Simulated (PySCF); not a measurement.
SMILES [SiH2](O)[SiH2][Si](F)(F)F (H5F3OSi3) at its GFN2-xTB optimised geometry (Å):

```
12

O     -0.9527    -1.2343    -4.9256
Si    -0.3470    -0.2616    -3.7709
Si    -0.5854    -1.2542    -1.6854
Si     0.3959    -0.0820     0.0000
F      1.9904    -0.0820     0.0000
F      0.0761     1.4810     0.0000
F      0.0831    -0.4723     1.5113
H     -0.6069    -2.0960    -5.1356
H      1.0611     0.0353    -4.0744
H     -1.1676     0.9250    -3.9857
H     -0.0148    -2.6197    -1.6345
H     -1.9904    -1.4810    -1.2948
```

Level of theory: PySCF 2.14.0 with CAM-B3LYP/def2-TZVP. Cells within 0.4 Å of a nucleus heavier than hydrogen are left out (blank, or x).

Map of the electron localisation function on the plane z = 0.0 Å:

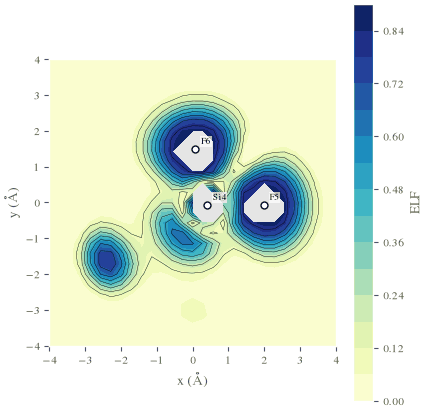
Electron localisation function on the plane z = 0.0 Å.
